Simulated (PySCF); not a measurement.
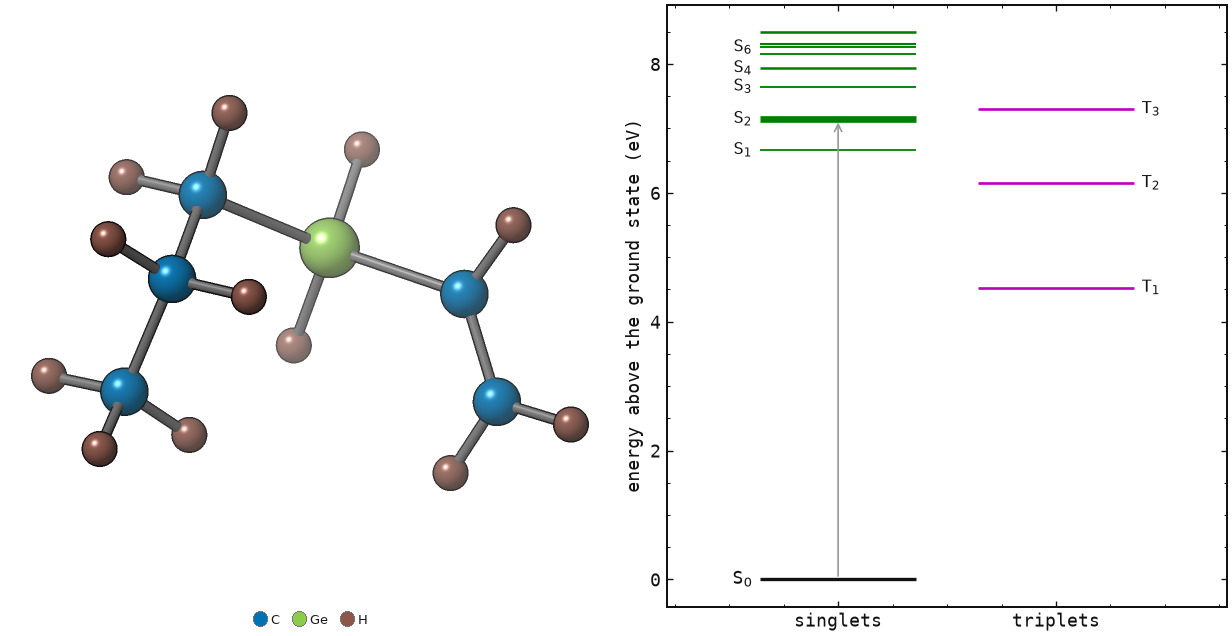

State diagram of C₅H₁₂Ge, SMILES C=[CH][GeH2][CH2]CC, singlet. Vertical TDDFT excitations, ωB97X-D/def2-SVPD in PySCF 2.14.0, at a GFN2-xTB geometry (no frequency check), gas phase. Triplets in the Tamm-Dancoff approximation; only the lowest 8 singlets and 3 triplets were computed. Thicker singlet lines are brighter; the arrow marks the brightest.

Q: What are the energy, strength and character of the state that the arrow marks?

A: S2 at 7.15 eV (174 nm), f = 0.353, mainly HOMO → LUMO (91 %).

Q: What is the vertical gap between S1 and T1?

A: 2.14 eV: S1 at 6.66 eV, T1 at 4.52 eV.

Q: How many of the triplet levels drawn lie below S1?

A: 2 of 3 (T1 4.52 eV, T2 6.15 eV, T3 7.29 eV; S1 6.66 eV).

Note: the tight-binding geometry is rougher than a DFT one and adds to the error; one conformer of a flexible molecule; core orbitals are frozen in the response.
